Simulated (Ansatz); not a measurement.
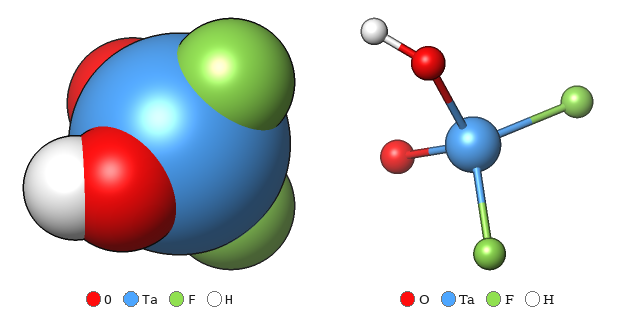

The same structure drawn twice, from different directions.

Charge 0, singlet. Computed geometry: PBE0-D4/def2-TZVP optimisation.

Identify the structure.

It has 6 atoms: 2 fluorine, 1 hydrogen, 2 oxygen and 1 tantalum (F₂HO₂Ta). Its SMILES string is `[O]=[Ta]([OH])([F])[F]`. This geometry has Cs symmetry. Coordination: 1 Ta tetrahedral; 1 O bent.

More results for the same structure follow; atom numbers are the same in all pictures, views and colours differ.

**Shape**

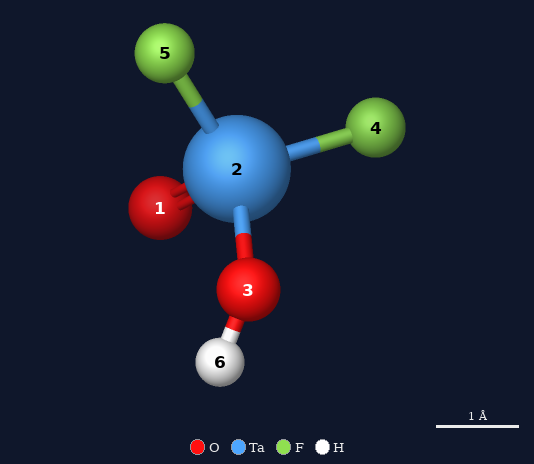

Atoms carry their numbers in the input.

List the bonds and their lengths.

| bond | length (Å) |
| --- | --- |
| O1–Ta2 | 1.712 |
| Ta2–O3 | 1.887 |
| Ta2–F4 | 1.876 |
| Ta2–F5 | 1.876 |
| O3–H6 | 0.958 |

**Thermal motion**

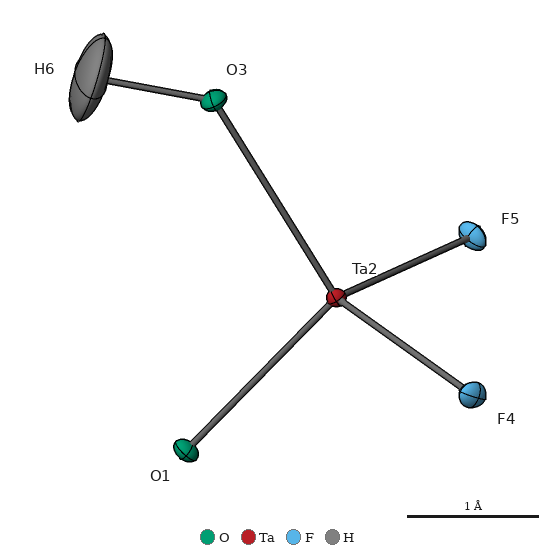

Displacement ellipsoids at the 50 % level, from the internal vibrations of the free molecule (harmonic, no overall translation or rotation; no half-axis is drawn under 0.075 Å). Vibrations computed with RKS PBE0-D4/def2-TZVP, core potentials on Ta (Ansatz 0.2.0). Temperature: 298 K.

**Which atom moves most?**

H6, with U_eq = 0.0411 Å².

**Does H6 move more along its bond or across it?**

Across it: the root-mean-square amplitude is 0.087 Å along the bond and up to 0.260 Å across, since bending and torsion are softer than stretching.

Give the displacement parameters, one line for each set of equivalent atoms.

```csv
atom,U_eq (Å²),rms amplitudes (Å)
O1,0.0036,"0.035, 0.068, 0.069"
Ta2,0.00017,"0.012, 0.013, 0.014"
O3,0.0044,"0.041, 0.067, 0.083"
"F4, F5",0.0043,"0.039, 0.067, 0.084"
H6,0.0411,"0.083, 0.220, 0.260"
```

**Levels of theory compared**

Program: Ansatz 0.2.0.

Compare dipole (D), HOMO energy (eV) at these levels: B3LYP-D4/def2-TZVPP; PBE-D4/def2-TZVPP; r2SCAN-D4/def2-TZVPP; ωB97M-V/def2-TZVPP.

```csv
level,dipole (D),HOMO energy (eV)
B3LYP-D4/def2-TZVPP,2.57,−9.57
PBE-D4/def2-TZVPP,2.49,−8.20
r2SCAN-D4/def2-TZVPP,2.55,−8.56
ωB97M-V/def2-TZVPP,2.58,−12.25
```

**Vibrations**

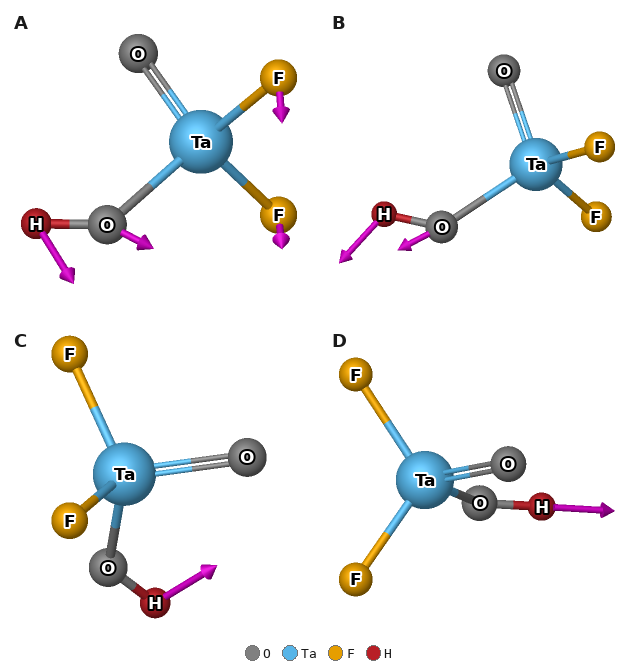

4 normal modes of one molecule or complex, as arrows. Harmonic vibrations computed with RKS PBE0-D4/def2-TZVP, core potentials on Ta (Ansatz 0.2.0) at a stationary point of the same level.

**Match the panels to the wavenumbers 197 cm⁻¹, 553 cm⁻¹, 741 cm⁻¹, 3925 cm⁻¹.**

A: 197 cm⁻¹, F–Ta–O bending
B: 741 cm⁻¹
C: 553 cm⁻¹, H–O–Ta bending
D: 3925 cm⁻¹, O–H stretching
